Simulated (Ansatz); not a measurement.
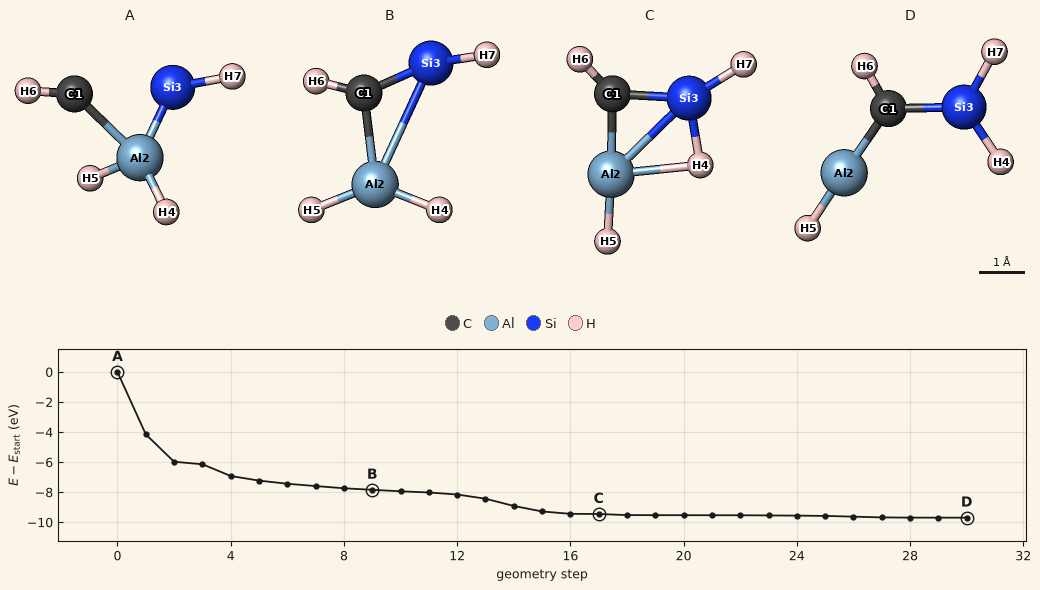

Frames of a relaxation of CH4AlSi (charge +1), marked on the history of the run. A ball-and-stick model, seen face on.

It is one of the separated reactants of a reaction.

Method: RKS PBE-D4/def2-SVP (Ansatz). Set-up: force threshold 0.03 eV/Å; at most 250 steps.

Q: Describe the path.

A: The largest moves after the best rigid fit, 1.82 Å, are those of Al2 and H5. Largest moves by element: Al 1.82 Å, H 1.81 Å, Si 0.93 Å, C 0.87 Å. Among the contacts that change: Al2–H4 1.520 → 3.634 Å, Si3–H4 3.000 → 1.492 Å, Al2–Si3 1.789 → 3.224 Å, C1–Si3 2.312 → 1.747 Å. New bonds form: C1–Si3 (2.31 → 1.75 Å), Si3–H4 (3.00 → 1.49 Å). Bonds break: Al2–H4 (1.52 → 3.63 Å), Al2–Si3 (1.79 → 3.22 Å). Among the angles between lasting bonds that change: C1–Al2–H5 76.4° → 178.9°, Al2–C1–H6 140.0° → 116.5°. Over 30 geometry steps the energy falls by 9.688 eV. The largest force component goes from 15 to 0.019 eV/Å. The run took of the order of 40 core-seconds on a shared host. From step 0 to 9: H5 moves most (1.19 Å), energy −7.834 eV. From step 9 to 17: H5 moves most (0.98 Å), energy −1.608 eV. From step 17 to 30: H4 moves most (1.11 Å), energy −0.245 eV.
